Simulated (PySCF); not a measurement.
## Run report: P2H3, single-point calculation

P2H3, multiplicity 2, computed with B2PLYP/aug-cc-pVDZ, UKS (PySCF 2.14.0).

The geometry was optimised with PBE0-D4/def2-TZVP.

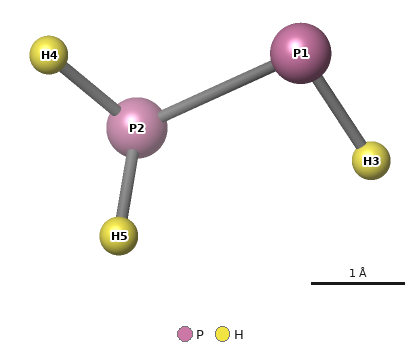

Figure 1. The input geometry (ball-and-stick view, seen on its broad side; atoms are numbered from 1 in the order of the input). Bond lengths as drawn: H–P 1.42 Å and P–P 2.17 Å.

Input file (job.py):
```python
from pyscf import gto, dft, mp

mol = gto.Mole()
mol.atom = 'input.xyz'
mol.charge = 0
mol.basis = 'aug-cc-pvdz'
mol.spin = 1
mol.verbose = 3
mol.max_memory = 1860
mol.build()

mf = dft.UKS(mol, xc='0.53*HF + 0.47*B88, 0.73*LYP')
mf.grids.level = 5
mf.conv_tol = 1e-10
mf.kernel()
if not mf.converged:
    mf = mf.newton().run(mf.mo_coeff, mf.mo_occ)

pt = mp.MP2(mf, frozen=10).run()
etot = mf.e_tot + 0.27 * pt.e_corr
print('PT2 part  %.8f' % (0.27 * pt.e_corr))
print('E = %.10f Eh' % etot)
```

File input.xyz:
```
5
H3P2
P      0.191367    -1.079722    -0.230342
P     -0.338919     1.010656     0.021481
H     -0.332322    -1.413235     1.052071
H      0.580275     1.538069    -0.920028
H      0.445434     1.325036     1.162853
```

Machine: 1 thread of Arm Neoverse V1, 112 GiB of memory available, shared host.

Launch command:
```bash
OMP_NUM_THREADS=1 python job.py
```

Log:
```
WARN: HOMO -0.179877488077285 >= LUMO -0.179877488077284

converged SCF energy = -684.120306632944  <S^2> = 0.75946452  2S+1 = 2.0094422
E(UMP2) = -684.422521941909  E_corr = -0.302215308964886
E(SCS-UMP2) = -684.426269887866  E_corr = -0.305963254921883
PT2 part  -0.08159813
E = -684.2019047664 Eh
```

Summary:

| quantity | value |
| --- | --- |
| outcome | converged |
| total energy | −684.201905 hartree |
| SCF energy | −684.120307 hartree |
| basis functions | 81 |
| ⟨S²⟩ | 0.759 |
| dipole moment | 0.84 D |
| wall time | 21 s |
| peak memory | 0.41 GiB |
